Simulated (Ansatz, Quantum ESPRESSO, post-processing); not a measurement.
# Zr2CO2 MXene, 1 layer in a field-effect set-up, part 6 of 8

How rigid are the bands of Zr2CO2 MXene, 1 layer under field-effect doping?

Quantum ESPRESSO 7.5; plane-wave DFT, LDA, GBRV ultrasoft pseudopotentials; geometry by Ansatz 0.2.0 with PAW datasets.

So far. Step 14 (Bands along a path: charge 0.0375 e against a gate): Along this path the valence top lies at Γ and the conduction bottom at M.

### Step 16. Self-consistent run: charge -0.0937 e against a gate

g3.in

```
&control
  prefix = 'g3'
  outdir = './out'
  pseudo_dir = './pseudo'
  calculation = 'scf'
  tprnfor = .true.
  tefield = .true.
  dipfield = .true.
  gate = .true.
/
&system
  ibrav = 0
  nat = 5
  ntyp = 3
  ecutwfc = 40
  ecutrho = 200
  occupations = 'smearing'
  smearing = 'fd'
  degauss = 0.004
  edir = 3
  emaxpos = 0.20319
  eopreg = 0.01
  eamp = 0.0
  zgate = 0.21519
  block = .true.
  block_1 = 0.140986
  block_2 = 0.289393
  block_height = 2.0
  tot_charge = -0.0937
  nbnd = 26
/
&electrons
  conv_thr = 1e-07
  mixing_beta = 0.4
  electron_maxstep = 120
  mixing_mode = 'local-TF'
  startingpot = 'file'
/
ATOMIC_SPECIES
  O   15.9990  o_lda_v1.2.uspp.F.UPF
  Zr  91.2240  zr_lda_v1.uspp.F.UPF
  C   12.0110  c_lda_v1.2.uspp.F.UPF
CELL_PARAMETERS angstrom
  3.30646442790344 0.00000000000000 0.00000000000000
  -1.65323221395172 2.86348219127396 -0.00000000000000
  0.00000000000000 -0.00000000000000 26.95294679560000
ATOMIC_POSITIONS crystal
  O   0.333333333333 0.666666666667 0.414028247338
  Zr  0.666666666667 0.333333333333 0.448126982311
  C   -0.000000000000 -0.000000000000 0.499999872189
  Zr  0.333333333333 0.666666666667 0.551873119833
  O   0.666666666667 0.333333333333 0.585971778329
K_POINTS automatic
  12 12 1 0 0 0
```

Command:

```sh
$ cp -r out/g2.save out/g3.save
$ OMP_NUM_THREADS=1 mpirun -n 4 pw.x -nk 4 -in g3.in > g3.out
```

The program printed:

```text
[banner, memory and clock lines left out]
Program PWSCF v.7.5 starts
[...]
Message from routine setup:
[...]
number of electrons       =        40.09
     number of Kohn-Sham states=           26
     kinetic-energy cutoff     =      40.0000  Ry
     charge density cutoff     =     200.0000  Ry
[...]
number of k points=    19  Fermi-Dirac smearing, width (Ry)=  0.0040
[...]
Dense  grid:    82111 G-vectors     FFT dimensions: (  30,  30, 240)
[...]
The initial density is read from file :
[...]
negative rho (up, down):  1.257E-01 0.000E+00
[...]
Starting wfcs are   38 randomized atomic wfcs
[...]
negative rho (up, down):  1.416E-01 0.000E+00
[...]
estimated scf accuracy    <       3.18359884 Ry
[...]
negative rho (up, down):  1.511E-01 0.000E+00
[...]
estimated scf accuracy    <       0.80774302 Ry
[...]
negative rho (up, down):  1.516E-01 0.000E+00
[...]
estimated scf accuracy    <       0.17670213 Ry
[...]
negative rho (up, down):  1.497E-01 0.000E+00
[...]
estimated scf accuracy    <       0.00918267 Ry
[...]
negative rho (up, down):  1.443E-01 0.000E+00
[...]
estimated scf accuracy    <       0.00504809 Ry
[...]
negative rho (up, down):  1.435E-01 0.000E+00
[...]
estimated scf accuracy    <       0.00496717 Ry
[...]
negative rho (up, down):  1.408E-01 0.000E+00
[...]
estimated scf accuracy    <       0.00183936 Ry
[...]
negative rho (up, down):  1.328E-01 0.000E+00
[...]
estimated scf accuracy    <       0.00123194 Ry
[...]
negative rho (up, down):  1.301E-01 0.000E+00
[...]
estimated scf accuracy    <       0.00090146 Ry
[...]
negative rho (up, down):  1.287E-01 0.000E+00
[...]
estimated scf accuracy    <       0.00032234 Ry
[...]
negative rho (up, down):  1.290E-01 0.000E+00
[...]
estimated scf accuracy    <       0.00021409 Ry
[...]
negative rho (up, down):  1.281E-01 0.000E+00
[...]
estimated scf accuracy    <       0.00010359 Ry
[...]
negative rho (up, down):  1.276E-01 0.000E+00
[...]
estimated scf accuracy    <       0.00002825 Ry
[...]
negative rho (up, down):  1.264E-01 0.000E+00
[...]
estimated scf accuracy    <       0.00001767 Ry
[...]
negative rho (up, down):  1.257E-01 0.000E+00
[...]
estimated scf accuracy    <       0.00000669 Ry
[...]
negative rho (up, down):  1.253E-01 0.000E+00
[...]
estimated scf accuracy    <       0.00000235 Ry
[...]
negative rho (up, down):  1.252E-01 0.000E+00
[...]
estimated scf accuracy    <       0.00000039 Ry
[...]
negative rho (up, down):  1.251E-01 0.000E+00
[...]
Total length         50.4244 bohr
[...]
estimated scf accuracy    <       0.00000012 Ry
[...]
negative rho (up, down):  1.251E-01 0.000E+00
[...]
Computed dipole along edir(3) :
[...]
Dipole               -0.8512 Ry au,         -2.1636 Debye
        Dipole field         -0.0062 Ry au,
        Potential amp.        0.6264 Ry
        Total length         50.4244 bohr
[...]
the Fermi energy is     0.5222 ev
!    total energy              =    -287.04550741 Ry
     estimated scf accuracy    <       0.00000004 Ry
     smearing contrib. (-TS)   =      -0.00053691 Ry
     internal energy E=F+TS    =    -287.04497050 Ry
[...]
one-electron contribution =   -3101.48377956 Ry
     hartree contribution      =    1555.99493186 Ry
     xc contribution           =     -53.45676013 Ry
     ewald contribution        =    1326.04801765 Ry
     electric field correction =       0.00528737 Ry
     gate field correction     =     -14.15266769 Ry
     convergence has been achieved in  19 iterations
     negative rho (up, down):  1.251E-01 0.000E+00
[...]
Total force =     0.045481     Total SCF correction =     0.000814
[...]
```

The job ended after 37 s (4 MPI ranks of Arm Neoverse V2, shared host; peak memory 0.76 GiB).

Numbers from this step:

```
Fermi energy : 0.5222 eV
```

### Step 17. Valence density

g3.rho.in

```
&inputpp
  prefix = 'g3'
  outdir = './out'
  filplot = 'g3.rho.dat'
  plot_num = 0
/
```

Command:

```sh
$ OMP_NUM_THREADS=1 mpirun -n 4 pp.x -in g3.rho.in > g3.rho.out
```

Elapsed: 0.95 s, on 4 MPI ranks; peak memory 0.11 GiB; 3.5 s of CPU time.

This step gave:

- electrons by integration: 40.09 e

### Step 18. Potential by pp.x

g3.pot.in

```
&inputpp
  prefix = 'g3'
  outdir = './out'
  filplot = 'g3.pot.dat'
  plot_num = 11
/
```

Command:

```sh
$ OMP_NUM_THREADS=1 mpirun -n 4 pp.x -in g3.pot.in > g3.pot.out
```

The job ended after 0.95 s (4 MPI ranks; peak memory 0.11 GiB; 3.5 s of CPU time).

Each curve counts from the Fermi level of its own run.

The runs together. Potential energy against z:

```csv
z (Å),4.0×10¹³ electrons per cm² (eV),4.0×10¹³ holes per cm² (eV),9.9×10¹³ electrons per cm² (eV)
0,4.88,5.84,4.88
2,4.88,5.84,4.88
4,25.1,26.0,25.1
6,28.7,36.4,23.8
8,2.96,7.79,0.214
10,3.89,5.99,3.15
12,-25.5,-24.4,-25.6
14,-5.41,-4.43,-5.44
16,-6.18,-5.21,-6.17
18,4.86,5.83,4.87
20,4.88,5.84,4.88
22,4.88,5.84,4.88
24,4.88,5.84,4.88
26,4.88,5.84,4.88
```

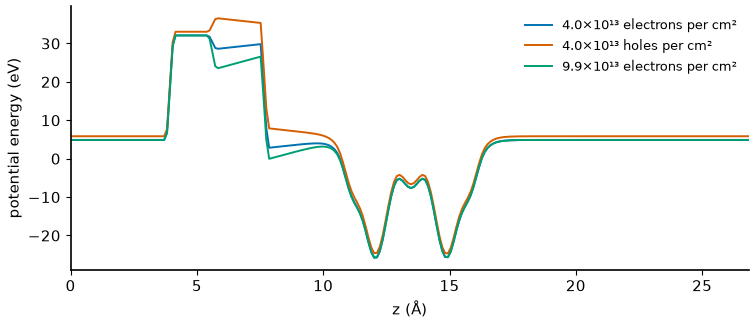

Potential energy, plotted against z.

### Step 19. Bands along a path: charge -0.0937 e against a gate

g3.bands.in

```
&control
  prefix = 'g3.bands'
  outdir = './out'
  pseudo_dir = './pseudo'
  calculation = 'bands'
  tefield = .true.
  dipfield = .true.
  gate = .true.
/
&system
  ibrav = 0
  nat = 5
  ntyp = 3
  ecutwfc = 40
  ecutrho = 200
  occupations = 'smearing'
  smearing = 'fd'
  degauss = 0.004
  edir = 3
  emaxpos = 0.20319
  eopreg = 0.01
  eamp = 0.0
  zgate = 0.21519
  block = .true.
  block_1 = 0.140986
  block_2 = 0.289393
  block_height = 2.0
  tot_charge = -0.0937
  nbnd = 26
/
&electrons
  conv_thr = 1e-07
  mixing_beta = 0.4
  electron_maxstep = 120
  mixing_mode = 'local-TF'
/
ATOMIC_SPECIES
  O   15.9990  o_lda_v1.2.uspp.F.UPF
  Zr  91.2240  zr_lda_v1.uspp.F.UPF
  C   12.0110  c_lda_v1.2.uspp.F.UPF
CELL_PARAMETERS angstrom
  3.30646442790344 0.00000000000000 0.00000000000000
  -1.65323221395172 2.86348219127396 -0.00000000000000
  0.00000000000000 -0.00000000000000 26.95294679560000
ATOMIC_POSITIONS crystal
  O   0.333333333333 0.666666666667 0.414028247338
  Zr  0.666666666667 0.333333333333 0.448126982311
  C   -0.000000000000 -0.000000000000 0.499999872189
  Zr  0.333333333333 0.666666666667 0.551873119833
  O   0.666666666667 0.333333333333 0.585971778329
K_POINTS crystal_b
4
  0.0000000000 0.0000000000 0.0000000000 14
  0.5000000000 0.0000000000 0.0000000000 14
  0.3333333333 0.3333333333 0.0000000000 14
  0.0000000000 0.0000000000 0.0000000000 1
```

Command:

```sh
$ cp -r out/g3.save out/g3.bands.save
$ cp out/g3.xml out/g3.bands.xml
$ OMP_NUM_THREADS=1 mpirun -n 4 pw.x -nk 4 -in g3.bands.in > g3.bands.out
```

The program printed:

```text
[banner, memory and clock lines left out]
Program PWSCF v.7.5 starts
[citation notice left out]

[...]
Message from routine setup:
[...]
bravais-lattice index     =            0
     lattice parameter (alat)  =       6.2483  a.u.
     unit-cell volume          =    1722.1112 (a.u.)^3
     number of atoms/cell      =            5
     number of atomic types    =            3
     number of electrons       =        40.09
     number of Kohn-Sham states=           26
     kinetic-energy cutoff     =      40.0000  Ry
     charge density cutoff     =     200.0000  Ry
     Exchange-correlation= SLA  PZ   NOGX NOGC
                           (   1   1   0   0   0   0   0)

[...]
PseudoPot. # 1 for O  read from file:
     ./pseudo/o_lda_v1.2.uspp.F.UPF
     Pseudo is Ultrasoft + core correction, Zval =  6.0
     Generated by new atomic code, or converted to UPF format
     Using radial grid of  737 points,  5 beta functions with:
                l(1) =   0
                l(2) =   0
                l(3) =   1
                l(4) =   1
                l(5) =   2
     Q(r) pseudized with  8 coefficients,  rinner =    0.900   0.900   0.900
                                                       0.900   0.900

     PseudoPot. # 2 for Zr read from file:
     ./pseudo/zr_lda_v1.uspp.F.UPF
     Pseudo is Ultrasoft + core correction, Zval = 12.0
     Generated by new atomic code, or converted to UPF format
     Using radial grid of  887 points,  6 beta functions with:
                l(1) =   0
                l(2) =   0
                l(3) =   1
                l(4) =   1
                l(5) =   2
                l(6) =   2
     Q(r) pseudized with  6 coefficients,  rinner =    1.200   1.200   1.200
                                                       1.200   1.200

     PseudoPot. # 3 for C  read from file:
     ./pseudo/c_lda_v1.2.uspp.F.UPF
     Pseudo is Ultrasoft + core correction, Zval =  4.0
     Generated by new atomic code, or converted to UPF format
     Using radial grid of  721 points,  4 beta functions with:
                l(1) =   0
                l(2) =   0
                l(3) =   1
                l(4) =   1
     Q(r) pseudized with  8 coefficients,  rinner =    1.100   1.100   1.100

     atomic species   valence    mass     pseudopotential
     O                 6.00    15.99900     O ( 1.00)
     Zr               12.00    91.22400     Zr( 1.00)
     C                 4.00    12.01100     C ( 1.00)

      6 Sym. Ops. (no inversion) found

                                    s                        frac. trans.

      isym =  1     identity

 cryst.   s( 1) = (     1          0          0      )
                  (     0          1          0      )
                  (     0          0          1      )

 cart.    s( 1) = (  1.0000000  0.0000000  0.0000000 )
                  (  0.0000000  1.0000000  0.0000000 )
                  (  0.0000000  0.0000000  1.0000000 )

      isym =  2     120 deg rotation - cryst. axis [0,0,1]

 cryst.   s( 2) = (     0          1          0      )
                  (    -1         -1          0      )
                  (     0          0          1      )

 cart.    s( 2) = ( -0.5000000 -0.8660254  0.0000000 )
                  (  0.8660254 -0.5000000  0.0000000 )
                  (  0.0000000  0.0000000  1.0000000 )

      isym =  3     120 deg rotation - cryst. axis [0,0,-1]

 cryst.   s( 3) = (    -1         -1          0      )
                  (     1          0          0      )
                  (     0          0          1      )

 cart.    s( 3) = ( -0.5000000  0.8660254  0.0000000 )
                  ( -0.8660254 -0.5000000  0.0000000 )
                  (  0.0000000  0.0000000  1.0000000 )

      isym =  4     inv. 180 deg rotation - cart. axis [1,0,0]

 cryst.   s( 4) = (    -1          0          0      )
                  (     1          1          0      )
                  (     0          0          1      )

 cart.    s( 4) = ( -1.0000000  0.0000000  0.0000000 )
                  (  0.0000000  1.0000000  0.0000000 )
                  (  0.0000000  0.0000000  1.0000000 )

      isym =  5     inv. 180 deg rotation - cryst. axis [0,1,0]

 cryst.   s( 5) = (     1          1          0      )
                  (     0         -1          0      )
                  (     0          0          1      )

 cart.    s( 5) = (  0.5000000  0.8660254  0.0000000 )
                  (  0.8660254 -0.5000000  0.0000000 )
                  (  0.0000000  0.0000000  1.0000000 )

      isym =  6     inv. 180 deg rotation - cryst. axis [1,1,0]

 cryst.   s( 6) = (     0         -1          0      )
                  (    -1          0          0      )
                  (     0          0          1      )

 cart.    s( 6) = (  0.5000000 -0.8660254  0.0000000 )
                  ( -0.8660254 -0.5000000  0.0000000 )
                  (  0.0000000  0.0000000  1.0000000 )

[...]
number of k points=    43  Fermi-Dirac smearing, width (Ry)=  0.0040
[...]
Dense  grid:    82111 G-vectors     FFT dimensions: (  30,  30, 240)

     Smooth grid:    59053 G-vectors     FFT dimensions: (  25,  25, 216)

     Dynamical RAM for                 wfc:       2.92 MB

     Dynamical RAM for     wfc (w. buffer):       2.92 MB

     Dynamical RAM for           str. fact:       3.76 MB

     Dynamical RAM for           local pot:       0.00 MB

     Dynamical RAM for          nlocal pot:       7.86 MB

     Dynamical RAM for                qrad:       3.41 MB

     Dynamical RAM for          rho,v,vnew:       8.70 MB

     Dynamical RAM for           G-vectors:       5.15 MB

     Dynamical RAM for          h,s,v(r/c):       0.12 MB

     Dynamical RAM for          <psi|beta>:       0.03 MB

     Dynamical RAM for                 psi:       5.84 MB

     Dynamical RAM for                hpsi:       5.84 MB

     Dynamical RAM for                spsi:       5.84 MB

     Dynamical RAM for      wfcinit/wfcrot:       5.85 MB

     Dynamical RAM for           addusdens:      59.82 MB

     Adding charged plate to compensate the charge of the system - add_gatefield
     see PRB 89, 245406 (2014), works only for 2D systems perpendicular to z
                                i.e. 3rd lattice vector is (0,0,c)

        prefactor of the potential in [Ha a.u.]:    -0.017413
               position of the gate within cell:     0.21519
         ion-gate + gate-gate contribution to the total energy:   -14.152668
                         gate-gate contribution:     0.013850

        Adding potential to prevent charge spilling into region of the gate
        Potential is linearly increased and decreased within the first/last eopreg of block_size
        block_size =  0.14841 in units of unit cell length
        block_height =  2.00000 in Ry

     The potential is recalculated from file :
     ./out/g3.bands.save/charge-density

     negative rho (up, down):  1.251E-01 0.000E+00

     Adding external electric field

     Computed dipole along edir(3) :
        Elec. dipole         -3.1060 Ry au,         -7.8948 Debye
        Ion. dipole          -3.1123 Ry au,         -7.9106 Debye
        Dipole               -0.8512 Ry au,         -2.1636 Debye
        Dipole field         -0.0062 Ry au,

        Potential amp.        0.6264 Ry
        Total length         50.4244 bohr

     Starting wfcs are   38 randomized atomic wfcs

     Band Structure Calculation
     Davidson diagonalization with overlap

     Computing kpt #:     1  of    11 on this pool

     Computing kpt #:     2  of    11 on this pool

     Computing kpt #:     3  of    11 on this pool

     Computing kpt #:     4  of    11 on this pool

     Computing kpt #:     5  of    11 on this pool

     Computing kpt #:     6  of    11 on this pool

     Computing kpt #:     7  of    11 on this pool

     Computing kpt #:     8  of    11 on this pool

     Computing kpt #:     9  of    11 on this pool

     Computing kpt #:    10  of    11 on this pool

     Computing kpt #:    11  of    11 on this pool

     ethr =  2.49E-10,  avg # of iterations = 46.6

     End of band structure calculation

          k = 0.0000 0.0000 0.0000 (  7375 PWs)   bands (ev):

   -49.0661 -48.9312 -27.4584 -27.0858 -26.8885 -26.8885 -26.7530 -26.7530
   -18.4744 -18.0959  -9.8367  -5.7566  -5.4713  -5.4713  -5.0342  -5.0342
    -4.6891  -1.6716  -0.4051  -0.4051   1.3641   1.3641   1.8090   2.6169
     2.7646   2.7646

          k = 0.0357 0.0206 0.0000 (  7383 PWs)   bands (ev):

   -49.0650 -48.9303 -27.4552 -27.0879 -26.8982 -26.8908 -26.7642 -26.7550
   -18.4664 -18.0884  -9.8392  -5.7463  -5.4727  -5.4594  -5.0445  -5.0242
    -4.6654  -1.6417  -0.5252  -0.4622   1.3961   1.4337   1.7986   2.6310
     2.7703   2.8056

[...]
```

The job ended after 30 s (4 MPI ranks; peak memory 0.4 GiB).

Read from the output:

```
valence top, on the run's zero       : -0.4051 eV
conduction bottom, on the run's zero : 0.4560 eV
gap by band count                    : 0.8612 eV
```

Band numbers count within the set of bands kept for display. Electronic bands along the path, in eV, zero at the Fermi level; # counts the bands kept:

```csv
point,#6,#7,#8,#9,#10,#11,#12,#13
Γ,-5.21,-2.19,-0.93,-0.93,0.84,0.84,1.29,2.09
M,-4.34,-3.72,-2.28,-1.94,-0.07,2.08,2.81,3.25
K,-4.63,-3.23,-3.19,-3.12,1.12,1.83,2.11,2.84
Γ,-5.21,-2.19,-0.93,-0.93,0.84,0.84,1.29,2.09
```

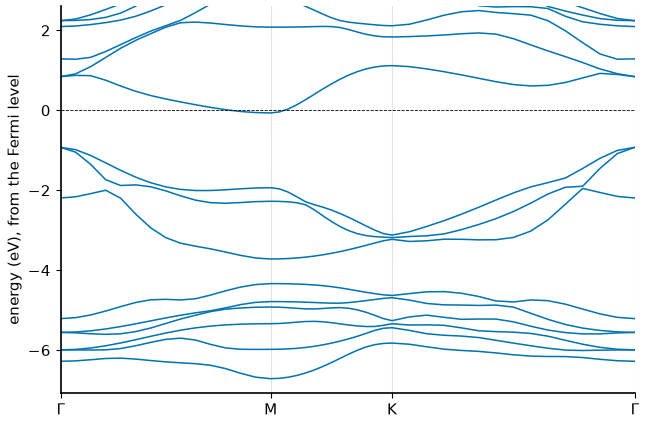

Electronic bands along the path.

An edge by band count lies at the Fermi level or within reach of the smearing, so that band is partly filled.

Along this path the valence top lies at Γ and the conduction bottom at M.

### Step 20. Induced charge

The planar mean oscillates, so the rows of the table below give means over windows of 2 Å about each position, cut where the curve ends. Its maxima inside the range that stand out by 2 % of the span (Å: e/Å³): 10.4: 0.00612, 11.3: 0.00325, 12.8: 0.00101, 14.9: 2.0e-4, 15.5: 1.5e-4, 16.2: 3.1e-4. Its minima: 11.0: 0.00241, 11.9: 4.6e-6, 14.4: -4.2e-4, 15.3: -8.1e-6, 15.8: -2.1e-4.

Planar mean against z; means over each step:

```csv
z (Å),planar mean (e/Å³)
6,-1.6e-7
8,1.5e-4
10,0.00354
12,0.00110
14,7.0e-5
16,7.9e-5
18,9.0e-7
20,-5.1e-8
```

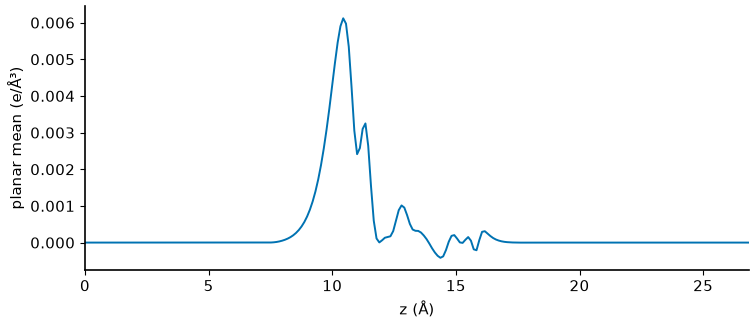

Planar mean against z.

Running integral, electrons below z against z:

```csv
z (Å),"running integral, electrons below z (e/Å²)"
6,-2.4e-8
8,1.4e-5
10,0.00269
12,0.00910
14,0.00988
16,0.00976
18,0.00990
20,0.00990
22,0.00990
24,0.00990
26,0.00990
```

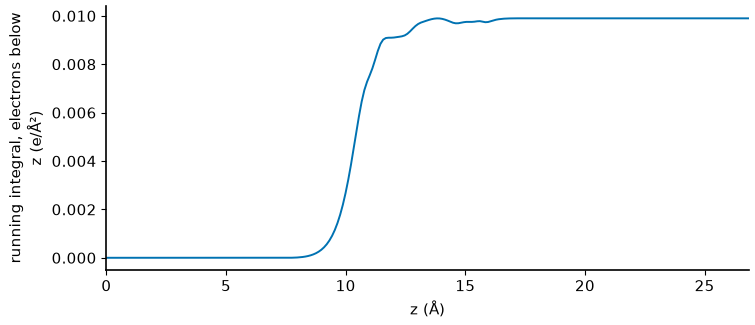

Running integral, electrons below z, plotted against z.

[end of part 6 of 8]

[Logs are printed without paths, hosts, clocks, repeated set-up lines and the standing remarks that a program may print on its own settings, such as how far it seeks lower states.]

[Hosts, paths, dates, database ids (printed as entryN), source tags and the programs' standing remarks are cut or masked in the printed files.]

[Maps of the electrostatic potential energy from Ansatz leave out the sawtooth potential of an applied field or a dipole correction, so their vacuum need not be flat; planar profiles and work functions include it.]
